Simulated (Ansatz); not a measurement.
```yaml
atoms:
  - { symbol: F, position_ang: [1.2883, -1.3214, 0.4543] }
  - { symbol: Ge, position_ang: [0.0132, -0.0625, 0.1139] }
  - { symbol: F, position_ang: [-0.8614, 0.3373, 1.5883] }
  - { symbol: Br, position_ang: [-1.4270, -0.8749, -1.4484] }
  - { symbol: Br, position_ang: [1.0368, 1.8479, -0.7494] }
```

Not at a stationary point (largest force 1.8 eV/Å).

Method: SCF blyp, Gaussian basis in Ansatz.

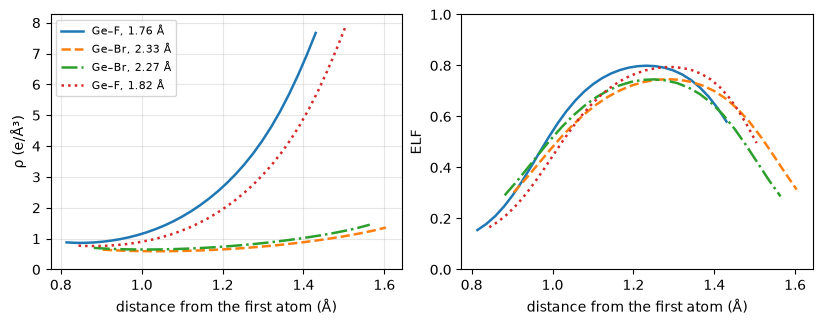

Br2F2Ge (SMILES [F][Ge]([F])([Br])[Br]). Total electron density and ELF along straight lines between neighbouring atoms. The curves leave out the atomic cores.

**Compare the contacts.**

Ge–F (1.76 Å): ρ at the midpoint is about 0.88 e/Å³; the ELF peaks at about 0.80 in the valence shell of F, 0.5 Å from its nucleus, and is about 0.25 at the midpoint.
Ge–Br (2.33 Å): ρ at the midpoint is about 0.63 e/Å³; the ELF peaks at about 0.75 in the valence shell of Br, 1.0 Å from its nucleus, and is about 0.70 at the midpoint.
Ge–Br (2.27 Å): ρ is about 0.69 e/Å³ halfway; the ELF peaks at about 0.75 in the valence shell of Br, 1.0 Å from its nucleus, and is about 0.70 at the midpoint.
Ge–F (1.82 Å): ρ at the midpoint is about 0.77 e/Å³; the ELF peaks at about 0.80 in the valence shell of F, 0.5 Å from its nucleus, and is about 0.25 at the midpoint.
